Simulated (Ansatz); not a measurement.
# Trimethyl borate (C3H9BO3): basis-set convergence

Aim: see how fast density functionals converge with the basis set for trimethyl borate (C3H9BO3).

The runs use Ansatz 0.2.0, Gaussian basis; one geometry, several basis sets.

Levels to be run: PBE0-D4/def2-SVP; ωB97M-V/def2-SVP; PBE0-D4/def2-QZVPP; ωB97M-V/def2-QZVPP; the functionals' def2-TZVPP values are taken from earlier runs.

## 1. The geometry

All runs share one geometry, relaxed beforehand with PBE0-D4 in a triple-zeta def2 set.

SMILES `COB(OC)OC`, 16 atoms, charge 0, spin multiplicity 1.

Atoms are counted from 1 here; the program's logs count them from 0.

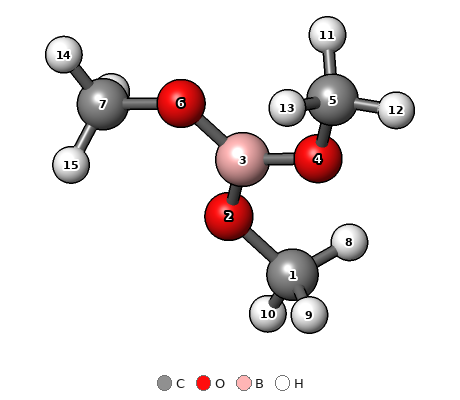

The structure; carbon grey, oxygen red, boron pink, hydrogen white; atoms are numbered from 1 in the order of the file.

## 2. PBE0-D4 in def2-SVP

in.yaml reads:

```yaml
crystal:
  periodic: [false, false, false]
  atoms:
    - {symbol: C, position_ang: [1.410699, -1.915841, -0.348758]}
    - {symbol: O, position_ang: [0.647315, -1.089666, 0.504226]}
    - {symbol: B, position_ang: [-0.001625, -0.001624, 0.002746]}
    - {symbol: O, position_ang: [0.085179, 0.291381, -1.325068]}
    - {symbol: C, position_ang: [-0.585213, 1.418117, -1.848420]}
    - {symbol: O, position_ang: [-0.737339, 0.793591, 0.829165]}
    - {symbol: C, position_ang: [-0.829669, 0.493541, 2.205511]}
    - {symbol: H, position_ang: [0.789947, -2.357115, -1.133124]}
    - {symbol: H, position_ang: [2.219257, -1.354886, -0.825008]}
    - {symbol: H, position_ang: [1.838145, -2.712841, 0.260359]}
    - {symbol: H, position_ang: [-1.664839, 1.344903, -1.692938]}
    - {symbol: H, position_ang: [-0.379303, 1.456479, -2.918447]}
    - {symbol: H, position_ang: [-0.232483, 2.341619, -1.381631]}
    - {symbol: H, position_ang: [-1.459138, 1.254732, 2.667216]}
    - {symbol: H, position_ang: [0.154729, 0.504993, 2.680855]}
    - {symbol: H, position_ang: [-1.278361, -0.490080, 2.367715]}
basis:
  gaussian: {orbitals: def2-SVP}
hamiltonian: {xc: pbe0, dispersion: d4}
output: {orbitals: {seedname: orbitals}}
```

On the command line:

```
$ ansatz run in.yaml --threads 2 --pin off --events-out ev --progress --plain --max-ram 32768MiB --backend cpu
```

What it wrote:

```text
Functional definition: PBE0
  name "PBE0"
  cite "Adamo & Barone, J. Chem. Phys. 110, 6158 (1999) doi:10.1063/1.478522"
  cite "Perdew, Burke & Ernzerhof, Phys. Rev. Lett. 77, 3865 (1996) doi:10.1103/PhysRevLett.77.3865"
  parent pbe
  parameter a = 0.25
  parameter kappa = 0.804
  parameter beta = 0.06672455060314922
  exchange = (1 - a)*pbe_x(kappa = kappa, mu = beta*pi^2/3) + a*exact_x
  correlation = pbe_c(beta = beta)
1579 factors; their error is unknown
mean field evaluation 1: about -10052.0440 eV, gradient 6.1e1 eV
mean field evaluation 2: about -10049.9867 eV, gradient 7.1e1 eV
mean field evaluation 4: about -10059.6870 eV, gradient 2.0e0 eV
mean field evaluation 8: about -10059.6982 eV, gradient 9.0e-2 eV
mean field evaluation 16: about -10059.7019 eV, gradient 6.3e-5 eV
mean field -10059.70194499 eV, -369.6872277676 hartree, gradient 6.3e-5 eV, S^2 0.000000; 0 other end points of the search recorded, 0 dependent functions left out
reference -10059.70197746 eV, -369.6872289607 hartree; 28, 28 occupied and 115, 115 virtual orbitals, 1579 factors
Total energy: -10059.95055408 eV, -369.6963639832 hartree
```

Run time: 3.2 s. Hardware: 2 threads of AMD EPYC 7R13, shared host.

## 3. ωB97M-V in def2-SVP

Edit in.yaml of step 2 so:

```diff
@@ -21,3 +21,3 @@
   gaussian: {orbitals: def2-SVP}
-hamiltonian: {xc: pbe0, dispersion: d4}
+hamiltonian: {xc: {name: wB97M-V}}
 output: {orbitals: {seedname: orbitals}}
```

Launched as before.

What it wrote (excerpt; [...] marks lines left out):

```text
Functional definition: wB97M-V
  name "wB97M-V"
  cite "Mardirossian & Head-Gordon, J. Chem. Phys. 144, 214110 (2016) doi:10.1063/1.4952647"
  cite "Becke, J. Chem. Phys. 107, 8554 (1997) doi:10.1063/1.475007"
  cite "Vydrov & Van Voorhis, J. Chem. Phys. 133, 244103 (2010) doi:10.1063/1.3521275"
  # Of w^i u^j: cxij and so on, Table III.
[...]
  gx(w, u) = 1 - cx + cx01*u + cx10*w
  gss(w, u) = css00 + css04*u^4 + css10*w + css20*w^2 + css43*w^4*u^3
  gos(w, u) = cos00 + cos10*w + (cos20 + cos21*u)*w^2 + (cos60 + cos61*u)*w^6
[...]
      + integral(e_c_pw_mod_opposite_spin*gos(b97_w_opposite, b97_u_opposite)) + vv10(b, c)
1579 factors; their error is unknown
382 factors; integrals over basis functions are off by at most 7.9e-6 eV
[...]
mean field -10066.96703624 eV, -369.9542149465 hartree, gradient 4.7e-5 eV, S^2 0.000000; 0 other end points of the search recorded, 0 dependent functions left out
reference -10066.96708708 eV, -369.9542168147 hartree; 28, 28 occupied and 115, 115 virtual orbitals, 1579 factors
Total energy: -10066.96708708 eV, -369.9542168147 hartree
```

It took 9.5 s on 2 threads of AMD EPYC 7R13, shared host.

## 4. PBE0-D4 in def2-QZVPP

Edit in.yaml of step 3 so:

```diff
@@ -20,4 +20,4 @@
 basis:
-  gaussian: {orbitals: def2-SVP}
-hamiltonian: {xc: {name: wB97M-V}}
+  gaussian: {orbitals: "def2-QZVPP.json"}
+hamiltonian: {xc: pbe0, dispersion: d4}
 output: {orbitals: {seedname: orbitals}}
```

On the command line:

```
$ ansatz run in.yaml --threads 2 --pin off --events-out ev --progress --plain --max-ram 32768MiB --backend cuda --devices 0, --max-vram 18GiB
```

What it wrote:

```text
Functional definition: PBE0
  name "PBE0"
  cite "Adamo & Barone, J. Chem. Phys. 110, 6158 (1999) doi:10.1063/1.478522"
  cite "Perdew, Burke & Ernzerhof, Phys. Rev. Lett. 77, 3865 (1996) doi:10.1103/PhysRevLett.77.3865"
  parent pbe
  parameter a = 0.25
  parameter kappa = 0.804
  parameter beta = 0.06672455060314922
  exchange = (1 - a)*pbe_x(kappa = kappa, mu = beta*pi^2/3) + a*exact_x
  correlation = pbe_c(beta = beta)
1822 factors; their error is unknown
mean field evaluation 1: about -10060.2776 eV, gradient 7.8e1 eV
mean field evaluation 2: about -10054.9597 eV, gradient 9.6e1 eV
mean field evaluation 4: about -10071.7628 eV, gradient 3.6e0 eV
mean field evaluation 8: about -10071.7909 eV, gradient 3.2e-2 eV
mean field evaluation 16: about -10071.7900 eV, gradient 5.4e-5 eV
mean field -10071.79002858 eV, -370.1314566460 hartree, gradient 5.4e-5 eV, S^2 0.000000; 0 other end points of the search recorded, 0 dependent functions left out
reference -10071.79007884 eV, -370.1314584927 hartree; 28, 28 occupied and 641, 641 virtual orbitals, 1822 factors
Total energy: -10072.03865546 eV, -370.1405935152 hartree
```

Run time: 10 s. Hardware: 1 × H100 (card shared with other runs) with 2 threads of AMD EPYC 7R13, shared host; peak host memory 1.2 GiB.

## 5. ωB97M-V in def2-QZVPP

Edit in.yaml of step 4 so:

```diff
@@ -21,3 +21,3 @@
   gaussian: {orbitals: "def2-QZVPP.json"}
-hamiltonian: {xc: pbe0, dispersion: d4}
+hamiltonian: {xc: {name: wB97M-V}}
 output: {orbitals: {seedname: orbitals}}
```

The command is unchanged.

What it wrote (excerpt; [...] marks lines left out):

```text
Functional definition: wB97M-V
  name "wB97M-V"
  cite "Mardirossian & Head-Gordon, J. Chem. Phys. 144, 214110 (2016) doi:10.1063/1.4952647"
  cite "Becke, J. Chem. Phys. 107, 8554 (1997) doi:10.1063/1.475007"
  cite "Vydrov & Van Voorhis, J. Chem. Phys. 133, 244103 (2010) doi:10.1063/1.3521275"
  # Of w^i u^j: cxij and so on, Table III.
[...]
  gx(w, u) = 1 - cx + cx01*u + cx10*w
  gss(w, u) = css00 + css04*u^4 + css10*w + css20*w^2 + css43*w^4*u^3
  gos(w, u) = cos00 + cos10*w + (cos20 + cos21*u)*w^2 + (cos60 + cos61*u)*w^6
[...]
      + integral(e_c_pw_mod_opposite_spin*gos(b97_w_opposite, b97_u_opposite)) + vv10(b, c)
1822 factors; their error is unknown
526 factors; integrals over basis functions are off by at most 7.5e-6 eV
[...]
mean field -10079.42762375 eV, -370.4121330916 hartree, gradient 5.8e-5 eV, S^2 0.000000; 0 other end points of the search recorded, 0 dependent functions left out
reference -10079.42770047 eV, -370.4121359110 hartree; 28, 28 occupied and 641, 641 virtual orbitals, 1822 factors
Total energy: -10079.42770047 eV, -370.4121359110 hartree
```

It took 15 s on 1 × H100 (card shared with other runs) with 2 threads of AMD EPYC 7R13, shared host; peak host memory 1.3 GiB.

## 6. Functionals by basis

The def2-TZVPP values come from earlier runs at the same geometry.

| functional | basis | functions | energy (eV) | from the largest (eV) | HOMO (eV) | LUMO (eV) |
| --- | --- | --- | --- | --- | --- | --- |
| PBE0-D4 | def2-SVP | 143 | -10059.9506 | 12.088 | -7.97 | 1.97 |
| PBE0-D4 | def2-TZVPP | 343 | -10071.4619 | 0.577 | -8.14 | 1.03 |
| PBE0-D4 | def2-QZVPP | 669 | -10072.0387 | 0.000 | -8.17 | 0.71 |
| ωB97M-V | def2-SVP | 143 | -10066.9671 | 12.461 | -10.37 | 3.59 |
| ωB97M-V | def2-TZVPP | 343 | -10078.8712 | 0.556 | -10.55 | 2.30 |
| ωB97M-V | def2-QZVPP | 669 | -10079.4277 | 0.000 | -10.58 | 1.79 |

## 7. Results

| quantity | value |
| --- | --- |
| PBE0-D4: double and triple zeta above quadruple | 12.09, 0.58 eV |
| ωB97M-V: double and triple zeta above quadruple | 12.46, 0.56 eV |

In words: For PBE0-D4 the step from double to triple zeta gains 11.51 eV and the next only 0.58 eV. These are total energies; as a rule much of such shifts cancels in differences, which this series doesn't test. The LUMO of ωB97M-V is positive and keeps falling with the basis (3.59 to 1.79 eV): an unbound level that the basis holds in place.
